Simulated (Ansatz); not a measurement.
Relaxed Zn (hcp, Mg type):

```xyz
4
Lattice="2.6222 0.0000 0.0000 -1.3111 2.2709 0.0000 0.0000 0.0000 10.3864" Properties=species:S:1:pos:R:3 pbc="T T T"
Zn     0.0000     1.5139     3.8949
Zn     0.0000     1.5139     9.0881
Zn     1.3111     0.7570     1.2983
Zn     1.3111     0.7570     6.4915
```

A phonon eigenvector at A = (0.0, 0.0, 0.5) is frozen into this cell: atom i moves by Q times the vector below, so Q is the largest atomic displacement, in Å. The cell is held. It is one choice among 4 degenerate patterns. (q is in reciprocal vectors of the primitive cell; the cell shown is doubled to hold the pattern.)

```csv
atom,x,y,z
Zn3,0.000,1.000,0.000
Zn4,0.000,-1.000,0.000
```

Atoms not listed stay in place.

Method: PBE (plane waves to 420 eV, PAW, scalar-relativistic; Ansatz, a program for electronic structure). k mesh 20×20×5 (Γ-centred), Fermi-Dirac smearing 0.05 eV. The energy includes the smearing's −TS. With partly filled bands, energies and forces of such displacements shift with the k mesh and the smearing. The PAW data are Ansatz's earlier set. Zn was relaxed with its symmetry unable to fall. ΔE is measured from the undisplaced structure.

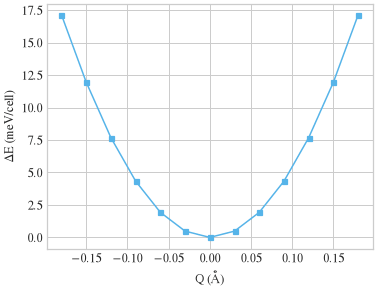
Figure. ΔE (meV/cell) against Q (Å); computed points joined by lines.

Problem. What is the energy change at Q = 0.180 Å?

Solution. About 17 meV/cell.

Problem. What harmonic wavenumber does the curvature at Q = 0 give?

Solution. About 47 cm⁻¹.

(A displaced cell: forces are minus the slopes of the energy, force constants its curvatures, and phonons follow from these.)
